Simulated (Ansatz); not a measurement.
**CdTe: pressure series**

Base system: CdTe in the zinc blende structure (space group F-43m, No. 216; a = 6.618 Å).

Cell and atoms are relaxed at each pressure.

Levels (all Ansatz, a quantum-chemistry and plane-wave program, PAW): PBE (420 eV, without spin-orbit coupling); PBEsol (420 eV, no spin-orbit coupling).

The base cell above is that of PBE; each level relaxes its own structures.

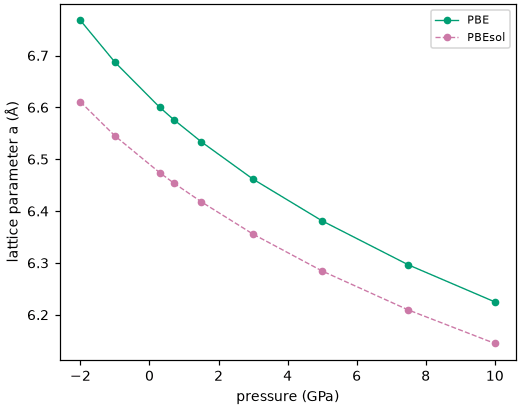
*Lattice parameter a under two levels*

Task: How do the two levels compare along the series?

Result: PBE lies above PBEsol in every row, by 0.151 bohr to 0.297 bohr. They put the cases in the same order.

Load acts through the strain it causes; cell and atoms are relaxed under it. Stability against distortions was not tested. Tetrahedral semiconductors of this kind turn to denser phases somewhere between about 1 and 50 GPa; those were not computed, so compressed cells here can lie past the real transition.
